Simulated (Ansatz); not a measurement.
## Geometry relaxation of Mo2N6H12 (part 1 of 2)

- system: Mo2N6H12 (Mo2(NH2)6)
- method: RKS PBE-D4/def2-SVP (Ansatz 0.2.0)

The geometry: GFN2-xTB start. Figures and captions count atoms from 1; the log counts them from 0 in places.

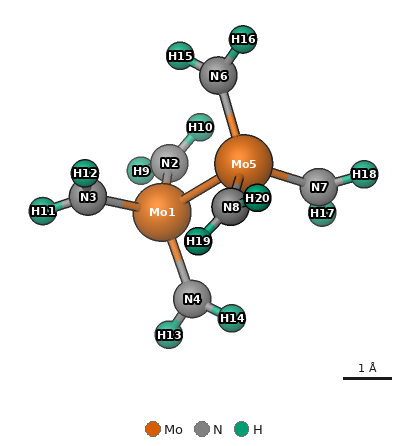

Fig. 1: The structure as given in the input (ball-and-stick view, seen at a tilt; atoms are numbered from 1 in the order of the input). Sticks mark near contacts.

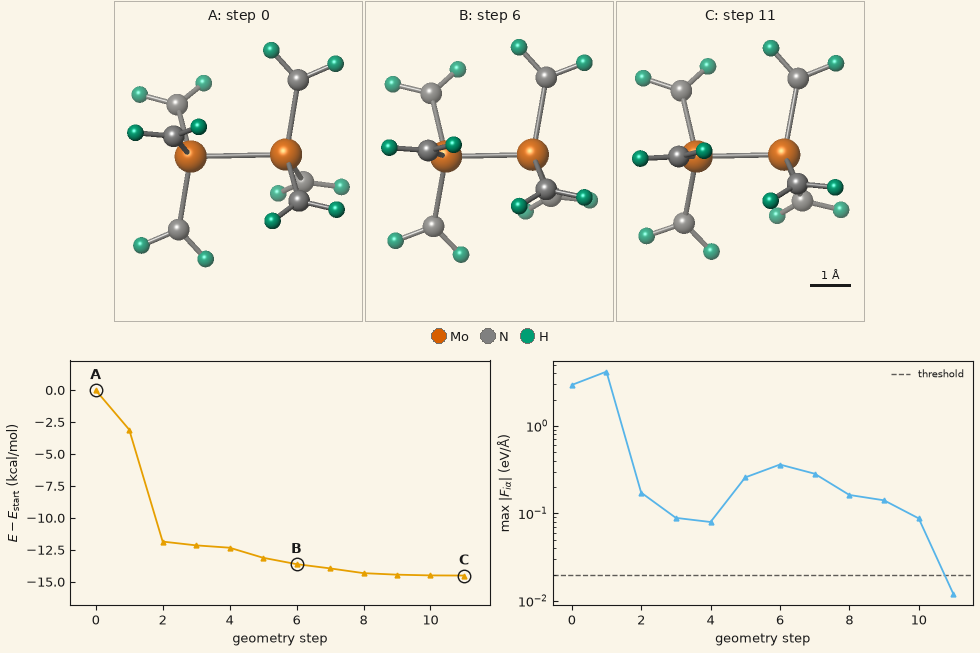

Fig. 2: Frames of the relaxation (ball-and-stick view, seen at a tilt) above the curves, on which the letters mark them (the first geometry is step 0 here and step 1 in the log).

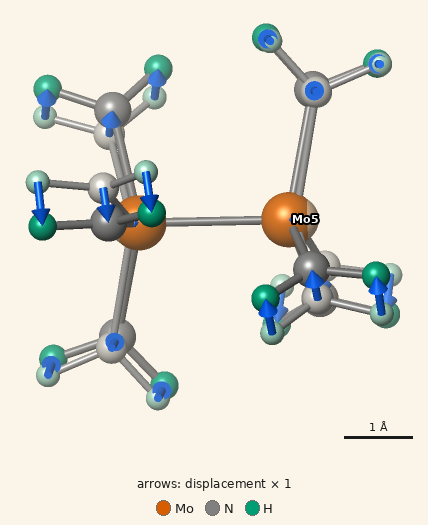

Fig. 3: Start (faint) and end (solid) with the displacements as blue arrows, at true length (ball-and-stick view, seen at a tilt). The two geometries are laid on each other by the best rigid fit. The energy falls by 14.5 kcal/mol in 11 geometry steps. The largest force component goes from 2.9 to 0.012 eV/Å. The largest moves after the best rigid fit, 0.66 Å, are those of H9, H11, H13, H18 and H20. Largest moves by element: H 0.66 Å, N 0.53 Å, Mo 0.10 Å. Distances before and after: Mo1–Mo5 2.402 → 2.207 Å, Mo1–N2 1.924 → 1.962 Å, N2–H10 1.017 → 1.026 Å. (Atoms are counted from 1 in the order of the input.)

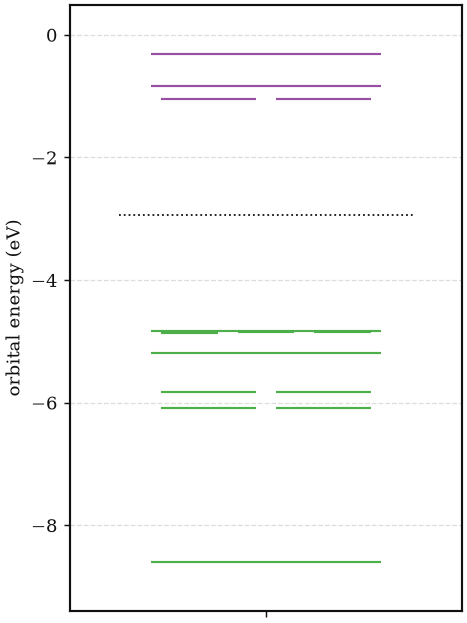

Fig. 4: Orbital energies near the frontier; the dotted line parts filled from empty levels, and levels within 0.02 eV of each other stand side by side. Highest filled −4.84 eV, lowest empty −1.05 eV, 3.79 eV apart.

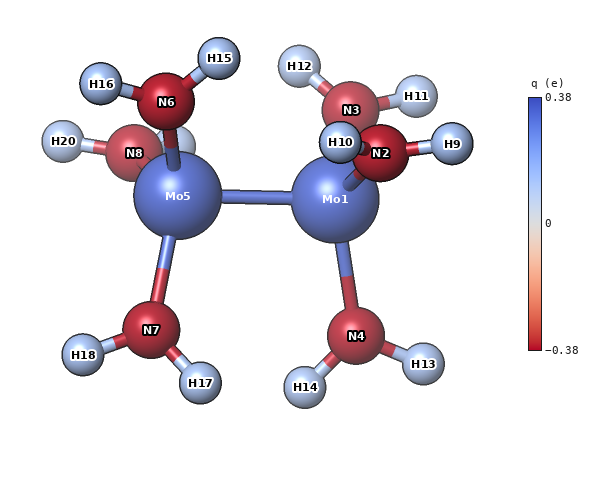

Fig. 5: Mulliken charges, as the colour of each atom (ball-and-stick view, seen at a tilt; atoms are numbered from 1 in the order of the input). By element: Mo +0.33, N −0.36 and H +0.12 to +0.13 e.

The input and output of the run follow.

**Input**
```yaml
crystal:
  periodic: [false, false, false]
  atoms:
    - {symbol: Mo, position_ang: [-0.229450, -0.775090, 0.887780]}
    - {symbol: N, position_ang: [-2.143030, -0.917780, 0.754220]}
    - {symbol: N, position_ang: [0.460600, 0.196670, 2.397740]}
    - {symbol: N, position_ang: [0.790130, -2.298550, 0.304700]}
    - {symbol: Mo, position_ang: [0.228860, 0.776180, -0.887920]}
    - {symbol: N, position_ang: [-0.934500, 2.229320, -0.402050]}
    - {symbol: N, position_ang: [-0.288970, -0.267850, -2.418440]}
    - {symbol: N, position_ang: [2.115190, 1.058870, -0.636390]}
    - {symbol: H, position_ang: [-2.706050, -1.508380, 1.376360]}
    - {symbol: H, position_ang: [-2.772760, -0.466360, 0.094790]}
    - {symbol: H, position_ang: [0.437510, -0.167220, 3.356810]}
    - {symbol: H, position_ang: [0.888330, 1.119600, 2.422470]}
    - {symbol: H, position_ang: [0.833610, -3.179210, 0.829260]}
    - {symbol: H, position_ang: [1.370160, -2.398720, -0.525190]}
    - {symbol: H, position_ang: [-1.554390, 2.309710, 0.400460]}
    - {symbol: H, position_ang: [-1.014450, 3.092280, -0.951200]}
    - {symbol: H, position_ang: [-0.664140, -1.212530, -2.449790]}
    - {symbol: H, position_ang: [-0.225780, 0.080060, -3.381590]}
    - {symbol: H, position_ang: [2.735750, 0.643060, 0.054310]}
    - {symbol: H, position_ang: [2.673380, 1.685940, -1.226360]}
basis:
  gaussian: {orbitals: def2-SVP}
hamiltonian: {xc: pbe, dispersion: d4}
scf: {lower_state_search: "off"}
output: {orbitals: {seedname: orbitals}}
relax: {f_tol: 0.02, max_steps: 100}
```

Run as:
```bash
ansatz run in.yaml --threads 4 --pin off --events-out ev --progress --plain --max-ram 8704MiB
```

**What the program printed**
```
Functional definition: PBE
  name "PBE"
  cite "Perdew, Burke & Ernzerhof, Phys. Rev. Lett. 77, 3865 (1996) doi:10.1103/PhysRevLett.77.3865"
  parent pbe
  parameter kappa = 0.804
  parameter beta = 0.06672455060314922
  exchange = pbe_x(kappa = kappa, mu = beta*pi^2/3)
  correlation = pbe_c(beta = beta)
these checks for a lower state are left out or cut short: stability, starts, cluster_reference, orbital_swaps, neighbouring_geometries, increment
2334 factors; their error is unknown
mean field evaluation 1: about -12796.5441 eV, gradient 1.4e2 eV
mean field evaluation 2: about -12596.3427 eV, gradient 2.9e2 eV
mean field evaluation 4: about -12833.3985 eV, gradient 3.3e1 eV
mean field evaluation 8: about -12836.2315 eV, gradient 9.1e-1 eV
mean field evaluation 16: about -12836.1377 eV, gradient 1.6e-2 eV
mean field -12836.13772323 eV, -471.7193606821 hartree, gradient 7.6e-6 eV, S^2 0.000000; 0 other end points of the search recorded, 0 dependent functions left out
the calculation of the forces begins
reference -12836.13782538 eV, -471.7193644359 hartree; 41, 41 occupied and 165, 165 virtual orbitals, 2334 factors
relax step   1: F+E_penalty+E_count = -12836.83860298 eV  Δ(F+E_penalty+E_count) = +0.000e0 eV  max|allowed force component| = 2.938e0 eV/Å  Δτ_max = 0.0000 Å  (25 SCF iters, accepted)
these checks for a lower state are left out or cut short: stability, starts, cluster_reference, orbital_swaps, neighbouring_geometries, increment
2334 factors; their error is unknown
mean field evaluation 32: about -12836.3528 eV, gradient 8.4e-2 eV
mean field -12836.25401781 eV, -471.7236344291 hartree, gradient 1.5e-6 eV, S^2 0.000000; 0 other end points of the search recorded, 0 dependent functions left out
[... from here on the field's lines of each further geometry are left out, up to the last ...]
relax step   2: F+E_penalty+E_count = -12836.97244039 eV  Δ(F+E_penalty+E_count) = -1.338e-1 eV  max|allowed force component| = 4.175e0 eV/Å  Δτ_max = 0.1754 Å  (27 SCF iters, accepted)
relax step   3: F+E_penalty+E_count = -12837.35234368 eV  Δ(F+E_penalty+E_count) = -3.799e-1 eV  max|allowed force component| = 1.728e-1 eV/Å  Δτ_max = 0.0788 Å  (28 SCF iters, accepted)
relax step   4: F+E_penalty+E_count = -12837.36516343 eV  Δ(F+E_penalty+E_count) = -1.282e-2 eV  max|allowed force component| = 8.886e-2 eV/Å  Δτ_max = 0.0345 Å  (22 SCF iters, accepted)
relax step   5: F+E_penalty+E_count = -12837.37310031 eV  Δ(F+E_penalty+E_count) = -7.937e-3 eV  max|allowed force component| = 7.968e-2 eV/Å  Δτ_max = 0.0567 Å  (22 SCF iters, accepted)
relax step   6: F+E_penalty+E_count = -12837.40725042 eV  Δ(F+E_penalty+E_count) = -3.415e-2 eV  max|allowed force component| = 2.577e-1 eV/Å  Δτ_max = 0.1951 Å  (27 SCF iters, accepted)
relax step   7: F+E_penalty+E_count = -12837.42886576 eV  Δ(F+E_penalty+E_count) = -2.162e-2 eV  max|allowed force component| = 3.615e-1 eV/Å  Δτ_max = 0.1961 Å  (28 SCF iters, accepted)
relax step   8: F+E_penalty+E_count = -12837.44325222 eV  Δ(F+E_penalty+E_count) = -1.439e-2 eV  max|allowed force component| = 2.842e-1 eV/Å  Δτ_max = 0.0837 Å  (22 SCF iters, accepted)
relax step   9: F+E_penalty+E_count = -12837.45939590 eV  Δ(F+E_penalty+E_count) = -1.614e-2 eV  max|allowed force component| = 1.624e-1 eV/Å  Δτ_max = 0.1609 Å  (22 SCF iters, accepted)
relax step  10: F+E_penalty+E_count = -12837.46458385 eV  Δ(F+E_penalty+E_count) = -5.188e-3 eV  max|allowed force component| = 1.410e-1 eV/Å  Δτ_max = 0.0402 Å  (24 SCF iters, accepted)
the calculation of the forces begins
reference -12836.75611773 eV, -471.7420862606 hartree; 41, 41 occupied and 165, 165 virtual orbitals, 2334 factors
relax step  11: F+E_penalty+E_count = -12837.46707431 eV  Δ(F+E_penalty+E_count) = -2.490e-3 eV  max|allowed force component| = 8.761e-2 eV/Å  Δτ_max = 0.0214 Å  (24 SCF iters, accepted)
these checks for a lower state are left out or cut short: stability, starts, cluster_reference, orbital_swaps, neighbouring_geometries, increment
2334 factors; their error is unknown
mean field -12836.75639657 eV, -471.7420965081 hartree, gradient 2.0e-6 eV, S^2 0.000000; 0 other end points of the search recorded, 0 dependent functions left out
the calculation of the forces begins
reference -12836.75649652 eV, -471.7421001811 hartree; 41, 41 occupied and 165, 165 virtual orbitals, 2334 factors
relax step  12: F+E_penalty+E_count = -12837.46759449 eV  Δ(F+E_penalty+E_count) = -5.202e-4 eV  max|allowed force component| = 1.194e-2 eV/Å  Δτ_max = 0.0123 Å  (24 SCF iters, accepted)
Total energy: -12837.46769443 eV, -471.7682362223 hartree
Atom 0 at    -0.210519    -0.712637     0.815801 Å, force    -0.002662    -0.009476     0.011941 eV/Å
Atom 1 at    -2.144826    -0.473892     1.043950 Å, force     0.000395     0.002635    -0.002103 eV/Å
Atom 2 at     0.927323    -0.002684     2.248231 Å, force     0.000990     0.001072    -0.001960 eV/Å
Atom 3 at     0.366431    -2.404323     0.005966 Å, force    -0.000559     0.001006    -0.001580 eV/Å
Atom 4 at     0.210525     0.712588    -0.815814 Å, force     0.002642     0.009687    -0.011942 eV/Å
Atom 5 at    -1.307014     1.945452    -0.649263 Å, force    -0.001184    -0.002338     0.002315 eV/Å
Atom 6 at     0.196558    -0.476441    -2.376757 Å, force     0.000489    -0.001095     0.001537 eV/Å
Atom 7 at     1.961532     1.411835    -0.272166 Å, force    -0.000928    -0.000847     0.002166 eV/Å
Atom 8 at    -2.680109    -0.975841     1.762526 Å, force    -0.002022    -0.000902     0.002049 eV/Å
Atom 9 at    -2.782829     0.057016     0.440977 Å, force     0.000141    -0.000047     0.000865 eV/Å
Atom 10 at     1.001271    -0.455257     3.167238 Å, force     0.001143    -0.000426     0.002214 eV/Å
Atom 11 at     1.440263     0.885766     2.254567 Å, force    -0.000041    -0.000913     0.000159 eV/Å
Atom 12 at     0.279096    -3.304643     0.492422 Å, force     0.000104    -0.003200     0.000455 eV/Å
Atom 13 at     0.873400    -2.532505    -0.876646 Å, force    -0.000363     0.000287    -0.000292 eV/Å
Atom 14 at    -2.000379     1.982090     0.105982 Å, force    -0.000029     0.000067    -0.000952 eV/Å
Atom 15 at    -1.447062     2.735386    -1.290530 Å, force    -0.001105     0.002094    -0.001707 eV/Å
Atom 16 at    -0.092906    -1.460131    -2.408867 Å, force     0.000421     0.000310     0.000061 eV/Å
Atom 17 at     0.393597    -0.139170    -3.326645 Å, force     0.000608    -0.000392    -0.002643 eV/Å
Atom 18 at     2.563538     1.067094     0.483608 Å, force    -0.000306     0.000099     0.000437 eV/Å
Atom 19 at     2.452110     2.140300    -0.804610 Å, force     0.002263     0.002380    -0.001019 eV/Å
Dipole moment:     0.000030     0.000011    -0.000002 e Å
Checks for a lower state left out: stability, starts, cluster_reference, orbital_swaps, neighbouring_geometries, increment
```

**Trajectory as extended XYZ (Å, eV, eV/Å), 12 frames, from step=1 to step=12**
```
20
Properties=species:S:1:pos:R:3:forces:R:3 step=1 energy=-12836.83860
Mo   -0.2294   -0.7751    0.8878    0.7609   2.5651  -2.9380
N    -2.1430   -0.9178    0.7542   -0.8084  -0.1596   0.0896
N     0.4606    0.1967    2.3977    0.2571   0.2744   0.7377
N     0.7901   -2.2986    0.3047    0.3666  -0.7305  -0.1141
Mo    0.2289    0.7762   -0.8879   -0.7566  -2.5652   2.9359
N    -0.9345    2.2293   -0.4021   -0.4388   0.6895   0.0495
N    -0.2890   -0.2678   -2.4184   -0.1524  -0.2900  -0.7436
N     2.1152    1.0589   -0.6364    0.7866   0.2427  -0.0227
H    -2.7060   -1.5084    1.3764    0.0124  -0.1105   0.1336
H    -2.7728   -0.4664    0.0948   -0.1499   0.1760  -0.2216
H     0.4375   -0.1672    3.3568   -0.0491  -0.1396   0.0959
H     0.8883    1.1196    2.4225    0.1329   0.2827  -0.0534
H     0.8336   -3.1792    0.8293   -0.0608  -0.0810   0.1476
H     1.3702   -2.3987   -0.5252    0.1583   0.0213  -0.2782
H    -1.5544    2.3097    0.4005   -0.1893  -0.0340   0.2684
H    -1.0145    3.0923   -0.9512    0.0633   0.0815  -0.1462
H    -0.6641   -1.2125   -2.4498   -0.1127  -0.3195   0.0481
H    -0.2258    0.0801   -3.3816    0.0484   0.1398  -0.0969
H     2.7357    0.6431    0.0543    0.1463  -0.1517   0.2454
H     2.6734    1.6859   -1.2264   -0.0148   0.1087  -0.1370
20
Properties=species:S:1:pos:R:3:forces:R:3 step=2 energy=-12836.97244
Mo   -0.1960   -0.6622    0.7587   -1.0784  -3.6518   4.1749
N    -2.1460   -0.8460    0.6960   -0.4646   0.0833  -0.1134
N     0.4998    0.2588    2.3426    0.2366   0.3161   0.2754
N     0.8050   -2.2593    0.2220    0.2511  -0.3081  -0.2677
Mo    0.1951    0.6624   -0.7588    1.0841   3.6542  -4.1755
N    -0.9760    2.1767   -0.3390   -0.3483   0.2634   0.2041
N    -0.2963   -0.3450   -2.3663   -0.1161  -0.3572  -0.2859
N     2.1123    1.0153   -0.5555    0.4427   0.0121   0.1915
H    -2.6633   -1.4612    1.3404    0.1452   0.0592  -0.0524
H    -2.8179   -0.3869    0.0738    0.0145   0.0059  -0.0036
H     0.4516   -0.1524    3.2858   -0.0391  -0.0129  -0.1596
H     0.9604    1.1712    2.4085    0.0006   0.0024  -0.0180
H     0.8154   -3.1205    0.7872   -0.0487   0.1563  -0.0122
H     1.3766   -2.4117   -0.6139   -0.0048   0.0139  -0.0101
H    -1.6363    2.2860    0.4364    0.0044  -0.0149   0.0033
H    -1.0108    3.0261   -0.9211    0.0672  -0.1507   0.0285
H    -0.6521   -1.3019   -2.4447    0.0006  -0.0134   0.0160
H    -0.2133    0.0522   -3.3131    0.0117   0.0240   0.1614
H     2.7656    0.6451    0.1410   -0.0142  -0.0047   0.0064
H     2.6264    1.6533   -1.1801   -0.1446  -0.0771   0.0369
```
